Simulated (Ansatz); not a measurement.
CH4GeO2: single-point calculation

CH4GeO2, SMILES [OH][GeH]1[CH2][O]1, computed with RKS HSE06-d3bjatm/def2-SVP (Ansatz 0.2.0).

Some settings of this run were made unusual or wrong on purpose. The geometry comes from this level: PBE0-D4/def2-TZVP. Figures and captions count atoms from 1; the log counts them from 0 in places.

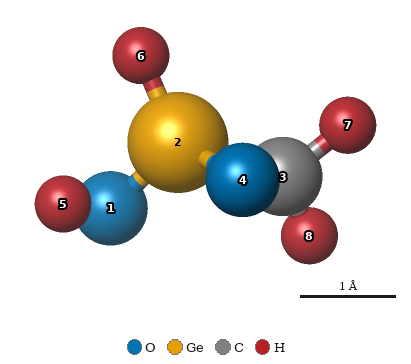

Figure 1. The input geometry (ball-and-stick view, seen at a tilt; atoms are numbered from 1 in the order of the input). Sticks mark near contacts.

### Input
```yaml
crystal:
  periodic: [false, false, false]
  atoms:
    - {symbol: O, position_ang: [-1.010734, 0.425620, -0.423335]}
    - {symbol: Ge, position_ang: [-0.151290, 0.308607, 0.187438]}
    - {symbol: C, position_ang: [0.694858, -0.380302, -0.216954]}
    - {symbol: O, position_ang: [0.170300, -0.826795, 0.418717]}
    - {symbol: H, position_ang: [-1.485114, 0.451435, -0.107895]}
    - {symbol: H, position_ang: [-0.137577, 1.024352, 0.876728]}
    - {symbol: H, position_ang: [1.533197, -0.291204, 0.004370]}
    - {symbol: H, position_ang: [0.745611, -0.656887, -0.905428]}
basis:
  gaussian: {orbitals: def2-SVP}
hamiltonian: {xc: {name: HSE06}, dispersion: d3bjatm}
output: {forces: true}
```

Launched with:
```bash
ansatz run in.yaml --threads 2 --pin off --events-out ev --progress --plain --max-ram 4352MiB
```

### What the program printed
```
Functional definition: HSE06
  name "HSE06"
  cite "Heyd, Scuseria & Ernzerhof, J. Chem. Phys. 118, 8207 (2003) doi:10.1063/1.1564060"
  cite "Krukau, Vydrov, Izmaylov & Scuseria, J. Chem. Phys. 125, 224106 (2006) doi:10.1063/1.2404663"
  cite "Heyd & Scuseria, J. Chem. Phys. 120, 7274 (2004) doi:10.1063/1.1668634"
  cite "Ernzerhof & Perdew, J. Chem. Phys. 109, 3313 (1998) doi:10.1063/1.476928"
  cite "Perdew, Burke & Ernzerhof, Phys. Rev. Lett. 77, 3865 (1996) doi:10.1103/PhysRevLett.77.3865"
  parent pbe
  parameter a = 0.25
  parameter omega = 0.11/bohr
  # The whole range is PBE's own exchange, as in plane waves. The composition of these papers is wPBEh.
  exchange = pbe_x - a*pbe_x_sr(omega) + a*exact_x_sr(omega)
  correlation = pbe_c
924 factors; integrals over basis functions are off by at most 5.9e-4 eV
69 factors; integrals over basis functions are off by at most 2.1e-7 eV
mean field evaluation 1: about -61560.6031 eV, gradient 1.2e2 eV
mean field evaluation 2: about -61520.5410 eV, gradient 1.9e2 eV
mean field evaluation 4: about -61584.8711 eV, gradient 1.3e1 eV
mean field evaluation 8: about -61585.3588 eV, gradient 1.2e0 eV
mean field evaluation 16: about -61585.3614 eV, gradient 5.2e-5 eV
mean field -61585.36135631 eV, -2263.2202857871 hartree, gradient 5.1e-5 eV, S^2 0.000000; 0 other end points of the search recorded, 0 dependent functions left out
the calculation of the forces begins
reference -61585.36138516 eV, -2263.2202868475 hartree; 29, 29 occupied and 65, 65 virtual orbitals, 924 factors
Total energy: -61585.45369320 eV, -2263.2236791051 hartree
Atom 0 at    -1.010734     0.425620    -0.423335 Å, force   -67.820741    15.884906  -154.532736 eV/Å
Atom 1 at    -0.151290     0.308607     0.187438 Å, force    59.983050    86.584248    91.947768 eV/Å
Atom 2 at     0.694858    -0.380302    -0.216954 Å, force    95.633587   -10.402544   -50.267634 eV/Å
Atom 3 at     0.170300    -0.826795     0.418717 Å, force   -20.661257  -113.235417    67.272245 eV/Å
Atom 4 at    -1.485114     0.451435    -0.107895 Å, force   -87.695811     5.482539    50.182739 eV/Å
Atom 5 at    -0.137577     1.024352     0.876728 Å, force     1.623966    26.521123    27.183857 eV/Å
Atom 6 at     1.533197    -0.291204     0.004370 Å, force    15.994816     1.750655     2.545756 eV/Å
Atom 7 at     0.745611    -0.656887    -0.905428 Å, force     2.942389   -12.585510   -34.331994 eV/Å
Dipole moment:    -0.278498     0.084936     0.014001 e Å
```

### Outcome

- outcome: converged
- total energy: −61585.4537 eV
- mean-field energy: −61585.3614 eV
- dispersion energy: −0.0923 eV
- SCF solution under orbital rotations: stable
- largest force (length of the vector): 169.506 eV/Å
- dipole moment: 1.40 D
- hardware: 2 threads of Arm Neoverse V2, 23 GiB of memory available, shared host
- wall time: 2.1 s (CPU time 4 s)
- peak memory: 0.19 GiB

### What went wrong

A setting was made wrong on purpose: squeeze. The run converged all the same; its numbers are those of the faulty input and shouldn't be used.
